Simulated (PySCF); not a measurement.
# SiH2: relaxation and vibrations of the triplet

The task is one start of a wider search on SiH2: the triplet, from a bent start. It is relaxed, tested by its Hessian and followed downhill if it is a saddle.

The runs use PySCF 2.14.0; PBE0, basis Si def2-TZVP, H def2-TZVP, no relativity, density fitting.

## Step 1: The starting structure

3 atoms, charge 0, spin multiplicity 3.

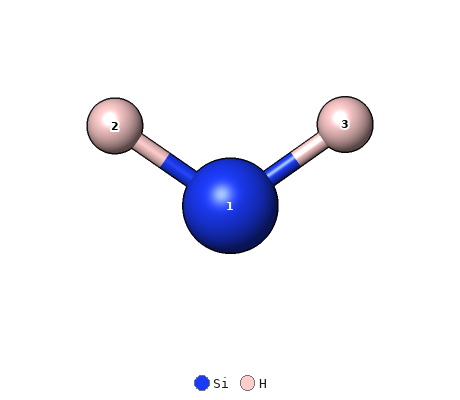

Start geometry, drawn with silicon blue, hydrogen pink; atoms are numbered from 1 in the order of the file.

```xyz
3
charge 0 multiplicity 3
Si    0.0000    0.0000    0.0000
H     1.2123    0.0000    0.8489
H    -1.2123    0.0000    0.8489
```

## Step 2: First SCF at the start

One driver script runs all steps and calls PySCF; scf.py shows how it sets up the SCF of each step. The optimiser is the driver's own. After this first run the driver tries any further starts and a stability analysis.

File scf.py:

```python
from pyscf import gto, scf, dft
mol = gto.M(atom='''
Si     0.000000     0.000000     0.000000
H      1.212300     0.000000     0.848900
H     -1.212300     0.000000     0.848900''',
    basis={'Si': 'def2-TZVP', 'H': 'def2-TZVP'},
    charge=0, spin=2)
mf = dft.UKS(mol, xc='PBE0')
mf.grids.atom_grid = (50, 194)
aux = {'Si': 'def2-universal-JKFIT', 'H': 'def2-universal-JKFIT'}
mf = mf.density_fit(auxbasis=aux)
mf.conv_tol = 1e-08
mf.diis_space = 10
mf.max_cycle = 60
mf.init_guess = 'minao'
mf.verbose = 4
mf.kernel()
```

Command:

```bash
> OMP_NUM_THREADS=2 python axn.py task.json out
```

Output:

```text
init E= -290.310841477476
[... the frontier-level lines of each cycle are left out ...]
cycle= 1 E= -290.452791143537  delta_E= -0.142  |g|= 0.0963  |ddm|= 0.935
cycle= 2 E= -290.459124587488  delta_E= -0.00633  |g|= 0.0542  |ddm|= 0.208
cycle= 3 E= -290.460735074875  delta_E= -0.00161  |g|= 0.00933  |ddm|= 0.0616
cycle= 4 E= -290.460859656078  delta_E= -0.000125  |g|= 0.00123  |ddm|= 0.0224
cycle= 5 E= -290.460863439103  delta_E= -3.78e-06  |g|= 0.000542  |ddm|= 0.00327
cycle= 6 E= -290.460863932828  delta_E= -4.94e-07  |g|= 0.00018  |ddm|= 0.00107
cycle= 7 E= -290.460863996805  delta_E= -6.4e-08  |g|= 2.55e-05  |ddm|= 0.00046
cycle= 8 E= -290.46086399833  delta_E= -1.52e-09  |g|= 3.76e-06  |ddm|= 9.36e-05
Extra cycle  E= -290.460863998358  delta_E= -2.87e-11  |g|= 1.48e-06  |ddm|= 1.19e-05
converged SCF energy = -290.460863998358  <S^2> = 2.0030688  2S+1 = 3.0020451
```

This step, with its further starts and checks, took 2.7 s on 2 threads of Arm Neoverse V1, shared host.

The starts that the driver tried:

| start | energy (Eh) |
| --- | --- |
| the minimal-basis guess | -290.460864 |
| a thermally smeared density | -290.460864 |
| a smeared PBE density | -290.460864 |

The test of internal stability and the other starts found no lower solution of this spin.

## Step 3: Bent start, triplet: relaxation

The program finds C2v symmetry in the start, which this walk keeps. The walk stops when the largest gradient is under 0.0003 Eh/bohr and the energy has settled too.

scf.py, as its differences from that of step 2:

```diff
@@ -3,3 +3,3 @@
-Si     0.000000     0.000000     0.000000
-H      1.212300     0.000000     0.848900
-H     -1.212300     0.000000     0.848900''',
+Si     0.000000     0.000000    -0.057050
+H      1.212300     0.000000     0.791850
+H     -1.212300     0.000000     0.791850''',
@@ -15 +14,0 @@
-mf.init_guess = 'minao'
```

Energy and gradient, step by step:

| step | energy (Eh) | change (kJ/mol) | largest symmetric gradient (Eh/bohr) |
| --- | --- | --- | --- |
| 0 | -290.460864 | 0.00 | 0.00711 |
| 1 | -290.462218 | -3.56 | 0.00131 |
| 2 | -290.462231 | -3.59 | 0.00036 |
| 3 | -290.462231 | -3.59 | 0.00007 |

The walk took 1.5 s.

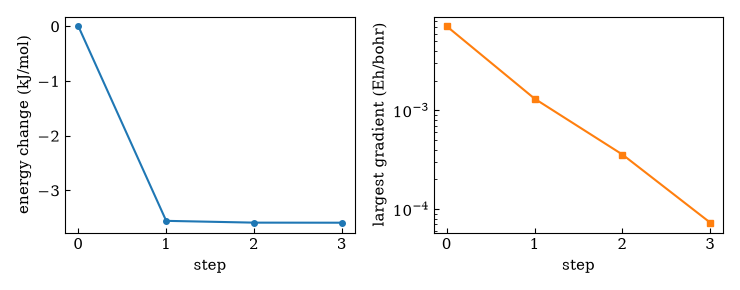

How energy and gradient fall.

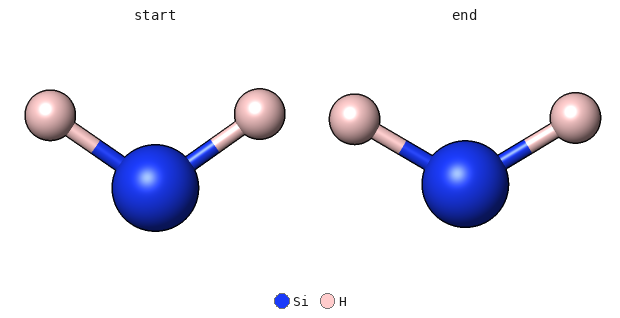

The geometry along the walk, at one scale.

It settles in C2v symmetry, 3.6 kJ/mol below the start, after 3 steps: Si–H 1.486 Å (×2); H–Si–H 118.6°.

## Step 4: Is it a minimum? Harmonic modes

The point is checked on the finer grid, and tightened if its gradient asks for it. The Hessian and the dipole derivatives come from central differences of analytic gradients, with steps of 0.02 bohr.

scf.py, as its differences from that of step 3:

```diff
@@ -3,3 +3,3 @@
-Si     0.000000     0.000000    -0.057050
-H      1.212300     0.000000     0.791850
-H     -1.212300     0.000000     0.791850''',
+Si     0.000000     0.000000    -0.050553
+H      1.278431     0.000000     0.707176
+H     -1.278431     0.000000     0.707176''',
@@ -9 +9 @@
-mf.grids.atom_grid = (50, 194)
+mf.grids.atom_grid = (75, 302)
@@ -12 +12 @@
-mf.conv_tol = 1e-08
+mf.conv_tol = 1e-10
```

This SCF starts from the last density.

Log of the central SCF (cycles and frontier levels):

```text
init E= -290.462220464453
[... the frontier-level lines of each cycle are left out ...]
cycle= 1 E= -290.462220464453  delta_E= 1.14e-13  |g|= 2.64e-07  |ddm|= 7.46e-07
Extra cycle  E= -290.462220464455  delta_E= -1.36e-12  |g|= 1.63e-07  |ddm|= 4.5e-07
converged SCF energy = -290.462220464455  <S^2> = 2.0032677  2S+1 = 3.0021777
```

The whole step took 7.3 s.

Geometry: C2v; Si–H 1.486 Å (×2); H–Si–H 118.7°.

Modes, for the most abundant isotopes:

```csv
symmetry,ω (cm⁻¹),IR (km/mol),μ (u)
a1,881,57.4,1.06
a1,2182,10.8,1.03
b2,2247,60.7,1.06
```

No imaginary mode, so this is a minimum.

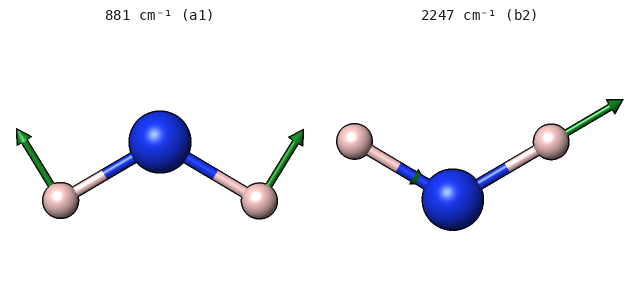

Displacements of 2 of the modes, as arrows (one member where a mode is degenerate).

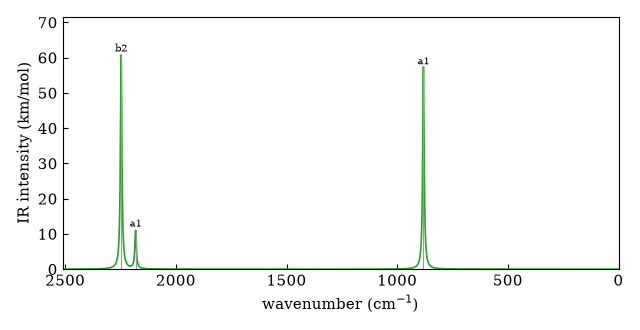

The harmonic infrared spectrum (widths in cm⁻¹). Lines are broadened to a width of 8 cm⁻¹ (Lorentzian).

Constants and moments:

| Property | Result |
| --- | --- |
| Dipole moment | 0.04 D |
| Highest occupied level | -5.76 eV |
| Lowest empty level | -3.21 eV |
| Rotational constants | 15.62, 5.117, 3.854 cm⁻¹ |
| Zero-point energy | 31.8 kJ/mol |
| Principal polarisabilities | 27.0, 27.2, 34.0 bohr³ |
| Atomisation energy without zero-point energy | 553 kJ/mol |
| Principal traceless quadrupole moments about the centre of mass | -1.71, 0.76, 0.95 D Å |
| Entropy at 298.15 K and 1 bar (electronic part: spin only) | 215.2 J/(mol K) |
| Heat capacity Cp at 298.15 K | 35.5 J/(mol K) |
| Enthalpy at 298.15 K above 0 K | 10.07 kJ/mol |
| Rotational symmetry number | 2 |
| Spin squared ⟨S²⟩ | 2.003 |

Populations by atom (charges in e):

| atom | Mulliken | Löwdin | polar tensor | spin (Mulliken) | Mayer order to Si1 |
| --- | --- | --- | --- | --- | --- |
| Si1 | -0.07 | 0.07 | 0.22 | 1.89 | – |
| H2,3 | 0.04 | -0.04 | -0.11 | 0.06 | 0.94 |

Outer orbital energies (eV). α occupied: -145.59, -100.33, -100.32, -100.13, -15.00, -10.57, -7.52, -5.76; empty: 0.56, 1.03, 4.01, 4.45. β occupied: -1803.09, -145.34, -100.00, -99.96, -99.89, -13.59, -10.07; empty: -3.21, -1.68, 1.41, 2.13.

Mulliken populations on Si1: s 5.48, p 8.49, d 0.09, f 0.01.

## Step 5: What came out

```
                                          quantity                             value
                                           minimum                      triplet, C2v
                                          geometry  Si–H 1.486 Å (×2); H–Si–H 118.7°
                                wavenumbers (cm⁻¹)    881 (a1), 2182 (a1), 2247 (b2)
                                     dipole moment                            0.04 D
highest occupied, lowest empty level (either spin)                   -5.76, -3.21 eV
                        polar-tensor charge of Si1                           +0.22 e
                                 zero-point energy                       31.8 kJ/mol
                               entropy at 298.15 K                   215.2 J/(mol K)
         atomisation energy (no zero-point energy)                        553 kJ/mol
                                              ⟨S²⟩                             2.003
```

**Reading.** The bent start keeps its C2v symmetry and ends in a minimum. The strongest infrared band lies at 2247 cm⁻¹ (b2, stretch). Most of the spin sits on Si1 (Mulliken spin 1.89, against 2 for the whole molecule). Other starts or spin states, not run here, may lie lower.

The search up to here took 12 s.
